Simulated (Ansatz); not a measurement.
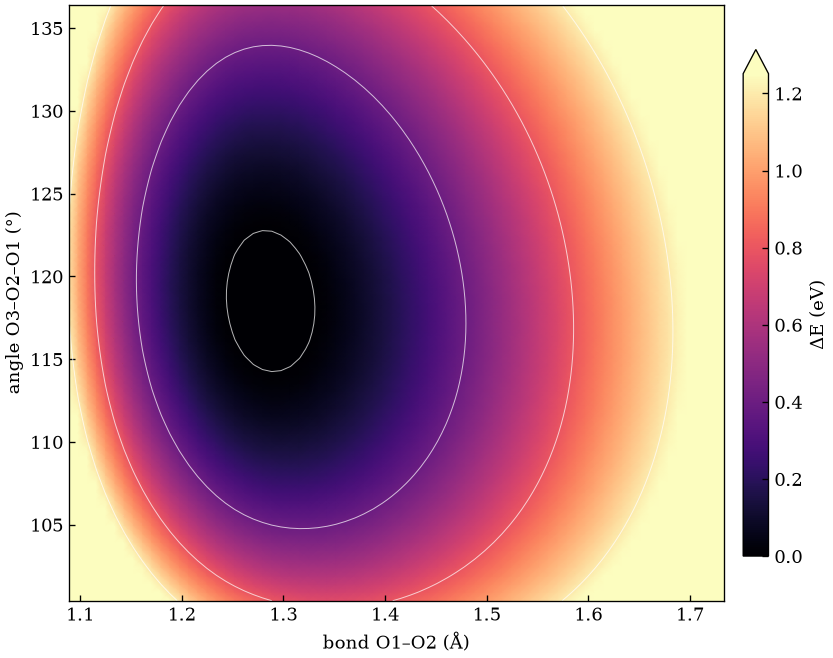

Energy landscape of O3, SMILES O=[O+][O-]. 
- Two internal coordinates are moved rigidly from the geometry relaxed at PBE0-D4/def2-TZVP, all others fixed.
- First axis: bond O1–O2. Second axis: angle O3–O2–O1.
- The scan uses a 7 × 7 grid.
- Energies: eV, counted from the lowest grid point.
- Method: RKS PBE-D4/def2-TZVPP in Ansatz.

In the figure: a smooth colour map with a few white contour lines, one colour for all values above the top of the scale. Between grid points the surface is interpolated. 

**Describe this landscape.**

The lowest grid point is at bond O1–O2 = 1.244 Å, angle O3–O2–O1 = 118.4°. The bottom of the well lies between grid points, at about bond O1–O2 = 1.285 Å, angle O3–O2–O1 = 118°, about 0.037 eV lower on the interpolated surface. It is the only kind of minimum in the scanned range. The highest grid point, bond O1–O2 = 1.089 Å, angle O3–O2–O1 = 100.4°, lies 2.54 eV above the lowest. Round the minimum the two coordinates are weakly coupled (coupling 0.10 in units of the two stiffnesses).

Grid values (eV):

```
angle O3–O2–O1 ↓, bond O1–O2 →  1.089  1.152  1.244  1.351  1.470  1.597  1.733
                         136.4   1.75   1.00   0.58   0.59   0.87   1.28   1.74
                         130.4   1.41   0.67   0.26   0.30   0.62   1.06   1.57
                         124.4   1.21   0.47   0.06   0.11   0.44   0.92   1.45
                         118.4   1.19   0.43   0.00   0.03   0.37   0.85   1.39
                         112.4   1.37   0.57   0.10   0.10   0.41   0.87   1.41
                         106.4   1.80   0.94   0.39   0.32   0.58   1.01   1.51
                         100.4   2.54   1.59   0.93   0.75   0.92   1.27   1.72
```

The input of one point:

```yaml
crystal:
  periodic: [false, false, false]
  atoms:
    - {symbol: O, position_ang: [0.848748, -0.535915, 0.409549]}
    - {symbol: O, position_ang: [-0.234094, -0.316581, -0.162186]}
    - {symbol: O, position_ang: [-0.625387, 0.854460, -0.253053]}
basis:
  gaussian: {orbitals: def2-TZVPP}
hamiltonian: {xc: pbe, dispersion: d4}
```
